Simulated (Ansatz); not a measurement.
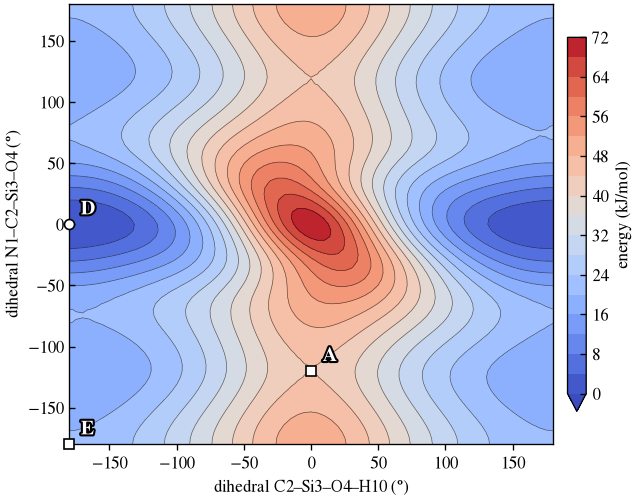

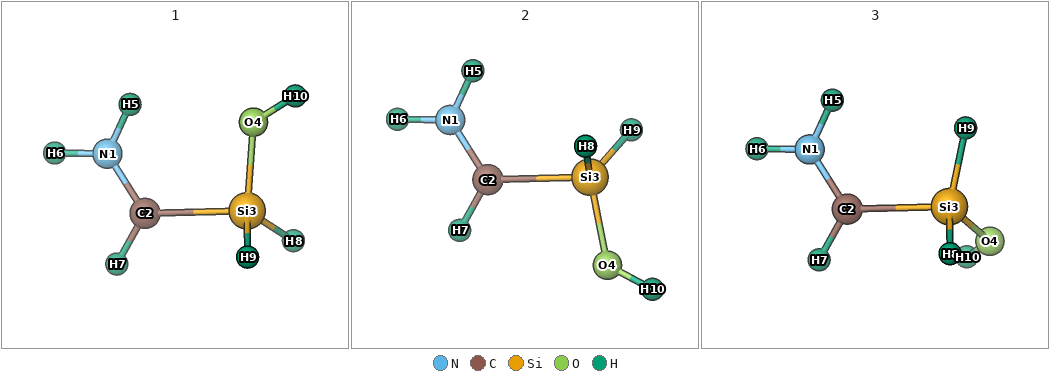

CH6NOSi, charge +1. 
- The first coordinate is: dihedral C2–Si3–O4–H10; the second: dihedral N1–C2–Si3–O4.
- Nothing is relaxed (all other coordinates rigid).
- The grid has 12 × 12 points; 78 points were computed and 66 follow by symmetry.
- All energies are given in kJ/mol relative to the lowest grid point.
- Method: RHF/def2-TZVP (Ansatz 0.2.0).

The picture shows filled contours, lettered points. Between grid points the surface is interpolated. The numbered pictures are the structures at these points, in random order.

Which structure belongs to which point?

Answer. A is structure 3: dihedral C2–Si3–O4–H10 = 0°, dihedral N1–C2–Si3–O4 = −120°, 44.0 kJ/mol; D is structure 1: dihedral C2–Si3–O4–H10 = −180°, dihedral N1–C2–Si3–O4 = 0°, 0.0 kJ/mol; E is structure 2: dihedral C2–Si3–O4–H10 = −180°, dihedral N1–C2–Si3–O4 = −180°, 20.4 kJ/mol.
